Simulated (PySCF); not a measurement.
**Run report: BSb (charge +1), single-point calculation**

BSb, charge +1, multiplicity 4, computed with UKS-tpss/sbkjc (PySCF 2.14.0).

Some settings of this run were made unusual or wrong on purpose.

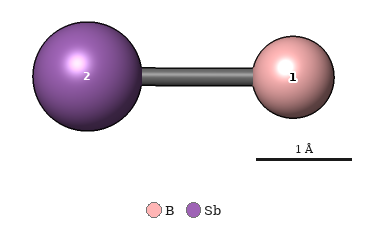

Fig. 1: The structure as given in the input (ball-and-stick view, seen on its broad side; atoms are numbered from 1 in the order of the input). Sticks mark near contacts. Bond lengths as drawn: B–Sb 2.17 Å.

**Input file**
```python
from pyscf import gto, dft

mol = gto.M(
    atom='B 0 0 0; Sb 0 0 2.166',
    basis='sbkjc',
    ecp={'B': 'sbkjc', 'Sb': 'sbkjc'},
    charge=1,
    spin=3,
    symmetry=True,
    verbose=4,
)
mf = dft.UKS(mol, xc='tpss')
mf = mf.density_fit(auxbasis='def2-universal-jkfit')
mf.kernel()
mf.dip_moment()
print('orbital energies (hartree):', [e[max(0, n-3):n+3].round(4) for e, n in zip(mf.mo_energy, mol.nelec)])
```

Run on 1 CPU thread, shared host.

Launch command:
```bash
OMP_NUM_THREADS=1 python input.py
```

**Log**
```
PySCF version 2.14.0

[INPUT] verbose = 4
[INPUT] num. atoms = 2
[INPUT] num. electrons = 7
[INPUT] charge = 1
[INPUT] spin (= nelec alpha-beta = 2S) = 3
[INPUT] symmetry True subgroup None
[INPUT] Mole.unit = angstrom
[INPUT] Symbol           X                Y                Z      unit          X                Y                Z       unit  Magmom
[INPUT]  1 B      0.000000000000   0.000000000000   0.000000000000 AA    0.000000000000   0.000000000000   0.000000000000 Bohr   0.0
[INPUT]  2 Sb     0.000000000000   0.000000000000   2.166000000000 AA    0.000000000000   0.000000000000   4.093146785808 Bohr   0.0

nuclear repulsion = 3.66466212548476
point group symmetry = Coov
symmetry origin: [0.         0.         3.72768725]
symmetry axis x: [1. 0. 0.]
symmetry axis y: [0. 1. 0.]
symmetry axis z: [0. 0. 1.]
num. orbitals of irrep A1 = 8
num. orbitals of irrep E1x = 4
num. orbitals of irrep E1y = 4
number of shells = 8
number of NR pGTOs = 36
number of NR cGTOs = 16
basis = sbkjc
ecp = {'B': 'sbkjc', 'Sb': 'sbkjc'}

******** <class 'pyscf.df.df_jk.DFSymAdaptedUKS'> ********
method = DFSymAdaptedUKS
initial guess = minao
damping factor = 0
level_shift factor = 0
DIIS = <class 'pyscf.scf.diis.CDIIS'>
diis_start_cycle = 1
diis_space = 8
diis_damp = 0
SCF conv_tol = 1e-09
SCF conv_tol_grad = None
SCF max_cycles = 50
direct_scf = False
number electrons alpha = 5  beta = 2
XC library pyscf.dft.libxc version 7.0.0
    S. Lehtola, C. Steigemann, M. J.T. Oliveira, and M. A.L. Marques.,  SoftwareX 7, 1–5 (2018)
XC functionals = tpss
    J. Tao, J. P. Perdew, V. N. Staroverov, and G. E. Scuseria.,  Phys. Rev. Lett. 91, 146401 (2003)
    J. P. Perdew, J. Tao, V. N. Staroverov, and G. E. Scuseria.,  J. Chem. Phys. 120, 6898 (2004)
    J. Tao, J. P. Perdew, V. N. Staroverov, and G. E. Scuseria.,  Phys. Rev. Lett. 91, 146401 (2003)
    J. P. Perdew, J. Tao, V. N. Staroverov, and G. E. Scuseria.,  J. Chem. Phys. 120, 6898 (2004)
radial grids:
    Treutler-Ahlrichs [JCP 102, 346 (1995); DOI:10.1063/1.469408] (M4) radial grids

becke partition: Becke, JCP 88, 2547 (1988); DOI:10.1063/1.454033
pruning grids: <function nwchem_prune>
grids dens level: 3
symmetrized grids: True
atomic radii adjust function: <function treutler_atomic_radii_adjust>
small_rho_cutoff = 0
Freeze 0 electrons in irreps []
    7 free electrons in irreps A1 E1x E1y
Set gradient conv threshold to 3.16228e-05
tot grids = 36008
init E= -7.81855770117752
alpha HOMO (A1) = -0.11325965491666  LUMO (E1x) = -0.0147520472933379
beta  HOMO (A1) = -0.259232339802844  LUMO (E1x) = -0.135784429110925

WARN: HOMO -0.11325965491666 >= LUMO -0.135784429110925

WARN: alpha-A1 HOMO -0.11325965491666 > system LUMO -0.135784429110925

WARN: alpha-E1x HOMO -0.135784429110925 > system LUMO -0.135784429110925

WARN: alpha-E1y HOMO -0.135784429110925 > system LUMO -0.135784429110925

WARN: beta-A1 LUMO -0.11325965491666 < system HOMO -0.11325965491666

cycle= 1 E= -7.72424597833589  delta_E= 0.0943  |g|= 0.221  |ddm|= 1.68
alpha HOMO (E1x) = -0.540482580818783  LUMO (E1x) = -0.424621940587896
beta  HOMO (A1) = -0.63354062019729  LUMO (E1x) = -0.452029280142588
  HOMO = -0.540482580819  LUMO = -0.452029280143  gap/eV = 2.40694
cycle= 2 E= -7.72098959892597  delta_E= 0.00326  |g|= 0.268  |ddm|= 1.04
alpha HOMO (A1) = -0.475217731692434  LUMO (E1x) = -0.357081241103403
beta  HOMO (A1) = -0.594388316922221  LUMO (E1x) = -0.433139341790091
  HOMO = -0.475217731692  LUMO = -0.43313934179  gap/eV = 1.14501
cycle= 3 E= -7.76724294101421  delta_E= -0.0463  |g|= 0.154  |ddm|= 0.836
alpha HOMO (E1x) = -0.477404071601932  LUMO (E1x) = -0.356938304988601
beta  HOMO (A1) = -0.565573265023903  LUMO (E1x) = -0.39376739785996
  HOMO = -0.477404071602  LUMO = -0.39376739786  gap/eV = 2.27587
cycle= 4 E= -7.80062726362042  delta_E= -0.0334  |g|= 0.0173  |ddm|= 0.428
alpha HOMO (A1) = -0.47489118360462  LUMO (E1x) = -0.354388803172901
beta  HOMO (A1) = -0.563938873038353  LUMO (E1x) = -0.390846732076356
  HOMO = -0.474891183605  LUMO = -0.390846732076  gap/eV = 2.28697
cycle= 5 E= -7.80104845263446  delta_E= -0.000421  |g|= 0.00169  |ddm|= 0.0409
alpha HOMO (A1) = -0.475166652766176  LUMO (E1x) = -0.35464192570408
beta  HOMO (A1) = -0.564023508311317  LUMO (E1x) = -0.390651809980992
  HOMO = -0.475166652766  LUMO = -0.390651809981  gap/eV = 2.29977
cycle= 6 E= -7.80105316326547  delta_E= -4.71e-06  |g|= 0.000322  |ddm|= 0.00663
alpha HOMO (A1) = -0.475097225541821  LUMO (E1x) = -0.354633383103701
beta  HOMO (A1) = -0.564034242580981  LUMO (E1x) = -0.3906149447099
  HOMO = -0.475097225542  LUMO = -0.39061494471  gap/eV = 2.29888
cycle= 7 E= -7.80105333844889  delta_E= -1.75e-07  |g|= 5.87e-05  |ddm|= 0.000987
alpha HOMO (A1) = -0.475088939108162  LUMO (E1x) = -0.354643121869757
beta  HOMO (A1) = -0.564030057510999  LUMO (E1x) = -0.390615177652114
  HOMO = -0.475088939108  LUMO = -0.390615177652  gap/eV = 2.29865
cycle= 8 E= -7.80105334298451  delta_E= -4.54e-09  |g|= 2.16e-05  |ddm|= 0.000179
alpha HOMO (A1) = -0.475083484302549  LUMO (E1x) = -0.354642759529688
beta  HOMO (A1) = -0.564026809436994  LUMO (E1x) = -0.3906156428974
  HOMO = -0.475083484303  LUMO = -0.390615642897  gap/eV = 2.29849
cycle= 9 E= -7.80105334360599  delta_E= -6.21e-10  |g|= 6.51e-07  |ddm|= 6.44e-05
```

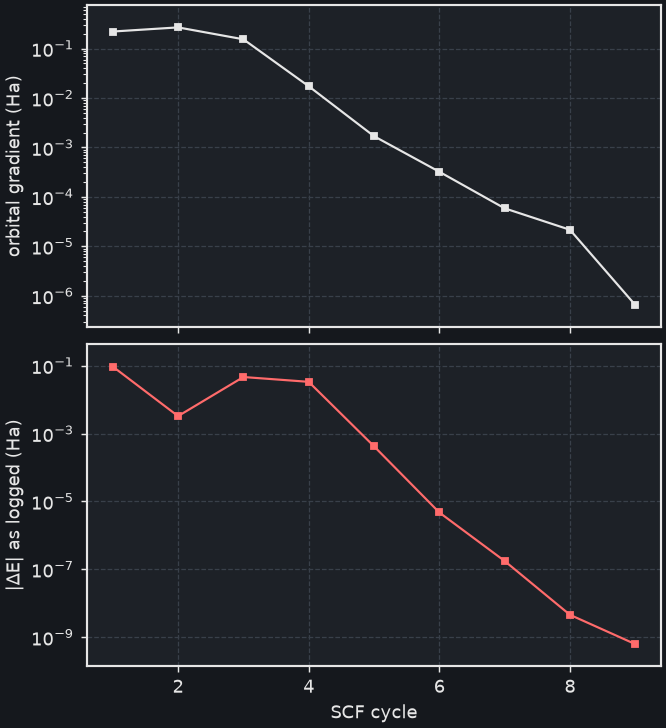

Fig. 2: Convergence of the self-consistent field: orbital gradient and size of the energy change against the SCF cycle. The residual falls almost steadily, with no more than small rises.

```
alpha HOMO (A1) = -0.475083542134838  LUMO (E1x) = -0.354642669284336
beta  HOMO (A1) = -0.564026813439489  LUMO (E1x) = -0.390615730678863
  HOMO = -0.475083542135  LUMO = -0.390615730679  gap/eV = 2.29849
Extra cycle  E= -7.80105334360638  delta_E= -3.91e-13  |g|= 6.29e-07  |ddm|= 4.32e-06
converged SCF energy = -7.80105334360638  <S^2> = 3.7536823  2S+1 = 4.0018407

WARN: System has nonzero charge 1; the dipole moment is origin-dependent.
Location of origin: [0. 0. 0.]

Dipole moment(X, Y, Z, Debye):  0.00000,  0.00000,  7.01339
orbital energies (hartree): [array([-0.4766, -0.4766, -0.4751, -0.3546, -0.3546, -0.2075]), array([-0.7625, -0.564 , -0.3906, -0.3906, -0.3597])]
```

**Outcome**

```csv
quantity,value
outcome,converged
SCF energy,−7.801053 hartree
⟨S²⟩,3.754
wall time,1.9 s
```

Some settings of this run were drawn to be unusual or wrong. It converged; results that depend on the unusual settings are not reference values.
